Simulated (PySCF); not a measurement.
## A study: BF2, doublet, SMILES `F[B]F`

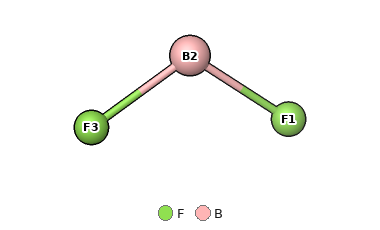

The molecule, with its atoms numbered as below. No frequency check shows the geometry to be a minimum.

Geometry (Å), atoms numbered from 1:

```
F1       1.1058   -0.1559    0.0000
B2       0.0000    0.5613    0.0000
F3      -1.1058   -0.1559    0.0000
```

Part 1: Bonding charge

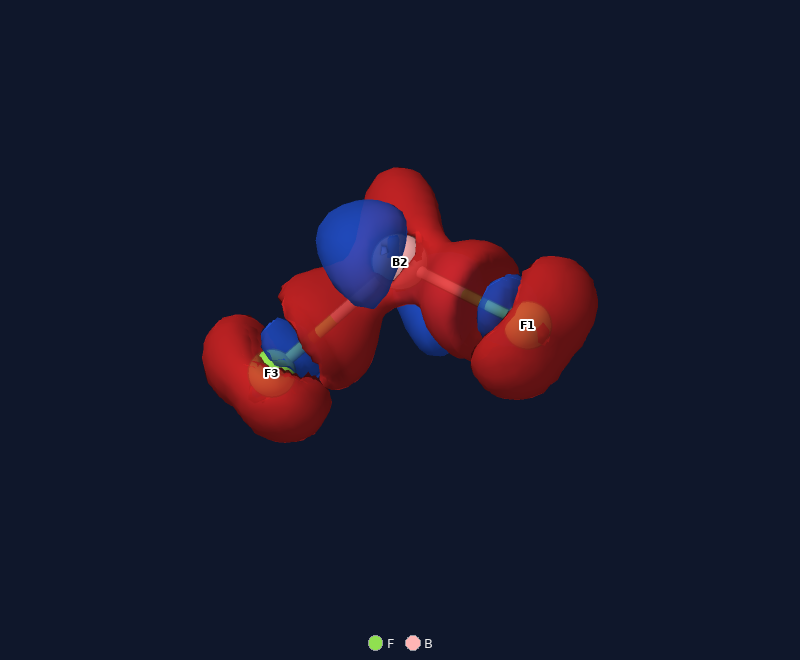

Deformation density (molecule less spherical, spin-averaged free atoms at the same positions), surfaces at ±0.1 e/Å³; red: gain, blue: loss.

Method: LDA (SVWN)/6-31G*; geometry: GFN2-xTB; program: PySCF. The stability of the open-shell solution wasn't checked. GFN2-xTB doesn't know the spin state, so this open-shell geometry is rough.

Q: How much density has each bond gained at its critical point, relative to the free atoms?

A: F1–B2 and B2–F3: +0.26 e/Å³ at the bond critical point (bond length 1.32 Å, Mayer order 1.3). In all, 0.5 electrons gather in the regions of gain relative to the promolecule.

Q: Where do the Hirshfeld charges lie?

A: The highest Hirshfeld charge is on B2 (+0.19 e), the lowest on F1 and F3 (−0.10 e).

```tsv
atom	charge (e)
F1	−0.10
B2	+0.19
F3	−0.10
```

Part 2: Bond critical points

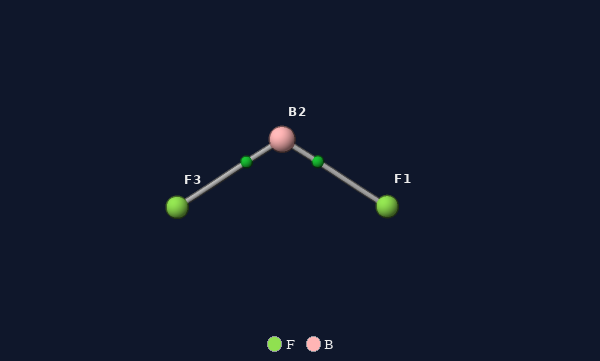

Molecular graph of the electron density (QTAIM): bond paths, bond critical points (green), ring points (magenta, if any); weak paths are dashed.

Q: How many critical points of each kind are there, and does the count close?

A: 3 nuclei, 2 bond, 0 ring and 0 cage critical points: 3 − 2 + 0 − 0 = 1, as the Poincaré–Hopf relation requires.

Q: Give the properties at the bond critical points.

A:
```json
{"bond": "F1–B2 (2 alike)", "length (Å)": "1.318", "ρ (a.u.)": "0.200", "∇²ρ (a.u.)": "+1.39", "ε": "0.08", "H (a.u.)": "−0.099"}
```

Q: What kind of interaction is F1–B2?

A: Polar or intermediate (positive Laplacian, negative energy density H): ρ = 0.200, ∇²ρ = +1.39, H = −0.099 a.u.

Part 3: Local ionisation energy

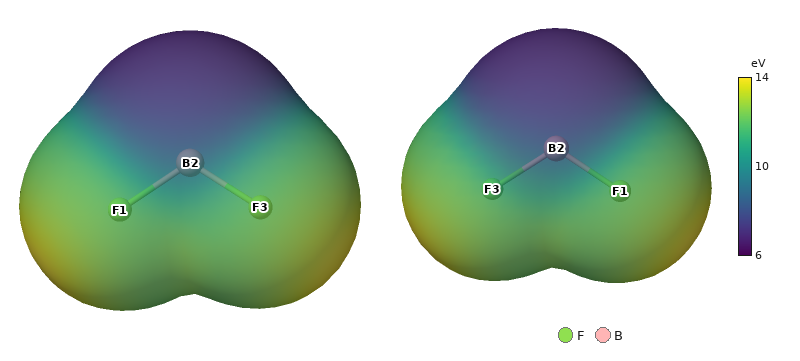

Average local ionisation energy on the surface of electron density 0.001 a.u. (back view left, front view right).

Q: Where are the most loosely bound electrons on this surface?

A: The lowest value is 6.8 eV, 2.1 Å from B2. Further minima include 12.1 eV, 1.6 Å from F1. For comparison, the highest occupied orbital lies at −5.5 eV.

Part 4: Spin density

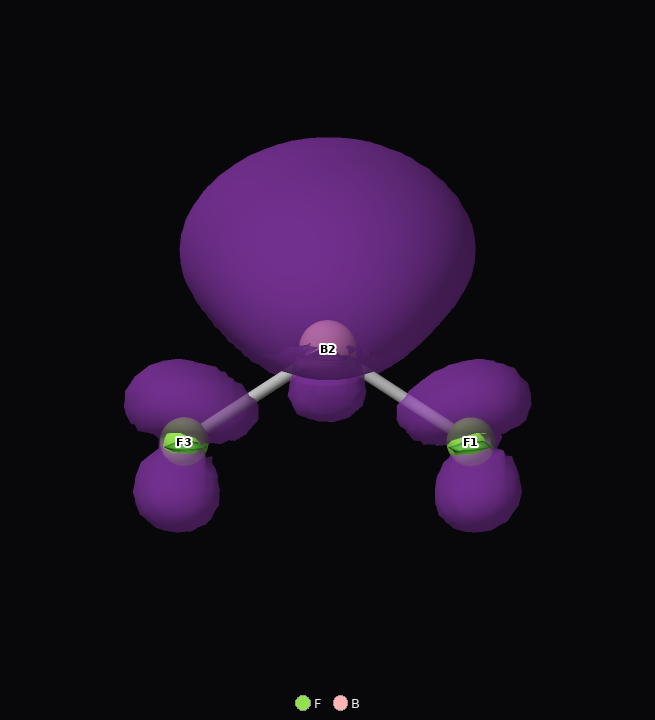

Spin density ρα − ρβ at ±0.03 e/Å³ (purple: excess α, green: excess β).

Q: Give the atomic spin populations that go with this picture.

A: Hirshfeld spin populations: B2 +0.84 and F1 and F3 +0.08. ⟨S²⟩ = 0.75, as for a pure state.

Part 5: In an electric field

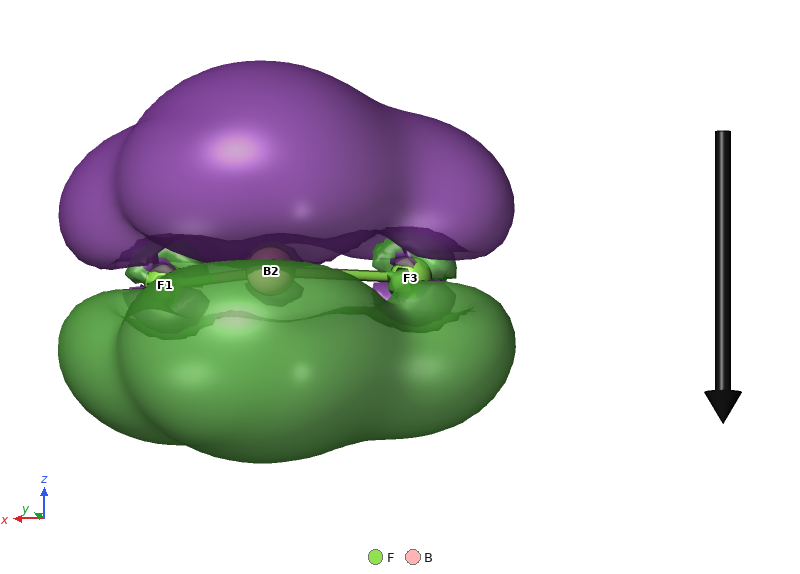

Change of the electron density in a uniform field of 0.51 V/Å along −z (arrow), surfaces at ±0.0015 e/Å³ (purple: gain, green: loss).

PySCF calculation, BLYP/def2-SVPD, gas phase; geometry: GFN2-xTB. The stability of the open-shell solution wasn't checked. GFN2-xTB doesn't know the spin state, so this open-shell geometry is rough.

The field was applied in both directions; the picture shows the one opposite to the script's first.

Q: How large is the response?

A: The induced dipole is 0.46 D (along the field); α along this axis, from the fields in both directions, is 18 bohr³ (2.7 Å³).

Part 6: Removing or adding an electron

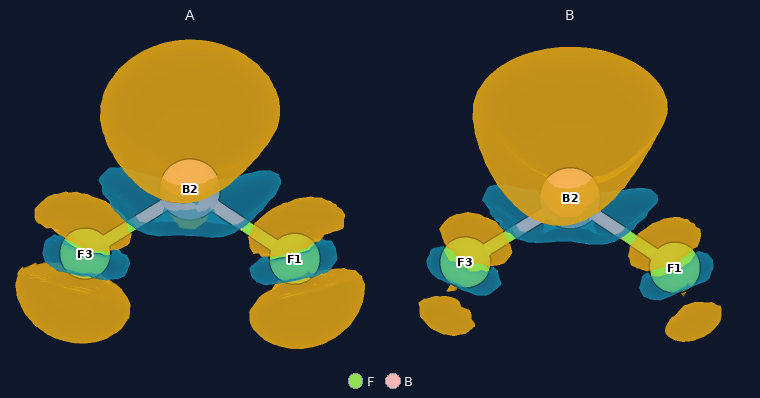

The two Fukui functions at ±0.04 e/Å³ (yellow positive, teal negative).

PySCF calculation, B3LYP/cc-pVTZ, gas phase; geometry: GFN2-xTB. GFN2-xTB doesn't know the spin state, so this open-shell geometry is rough.

Q: Which panel is f⁻ (electron removed) and which f⁺ (electron added)?

A: A is f⁻, B is f⁺. f⁻ (Hirshfeld-condensed) is largest on B2 (0.63); the vertical ionisation energy is 10.84 eV (to the singlet cation, which needn't be its lowest state). f⁺ (Hirshfeld-condensed) is largest on B2 (0.74); the vertical electron affinity is 0.40 eV (to the singlet anion, which needn't be its lowest state; the anion's highest orbital has positive energy, so this value and f⁺ depend on the basis).
